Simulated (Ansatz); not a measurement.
```csv
atom,x (Å),y (Å),z (Å)
Ge,0.2375,0.8792,0.9546
Ge,0.6486,-0.7702,-0.8525
O,-0.8861,-0.1090,-0.1021
```

Geometry: r2SCAN-D4/def2-TZVP.

Method: RKS PBE0-D4/def2-TZVP (Ansatz).

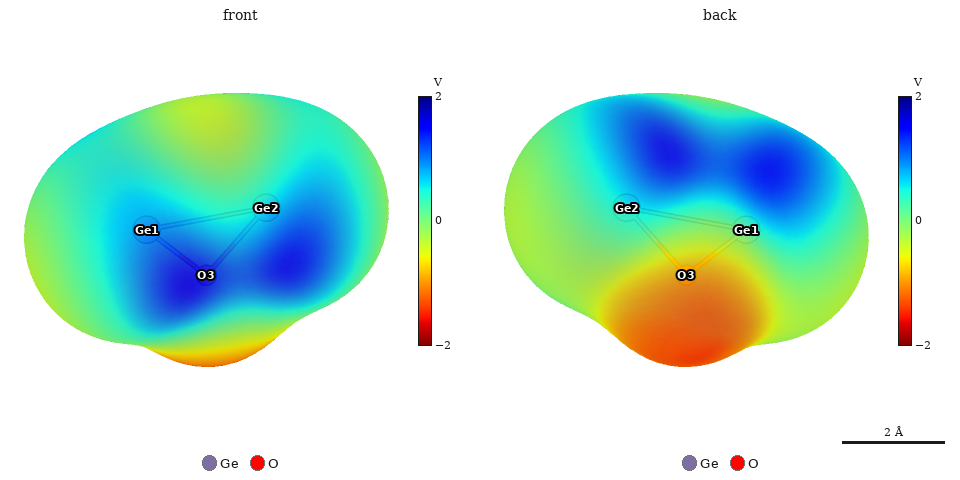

Ge2O. The electrostatic potential painted on the density surface at 0.001 e/bohr³, seen from the front and from behind; red is negative and blue positive.

Q: Where is the surface potential most negative and most positive?

A: The most negative region (about −1.4 V) lies over O3, the most positive (about +1.5 V) over Ge1 and Ge2. O3 is the likeliest acceptor of a hydrogen bond.
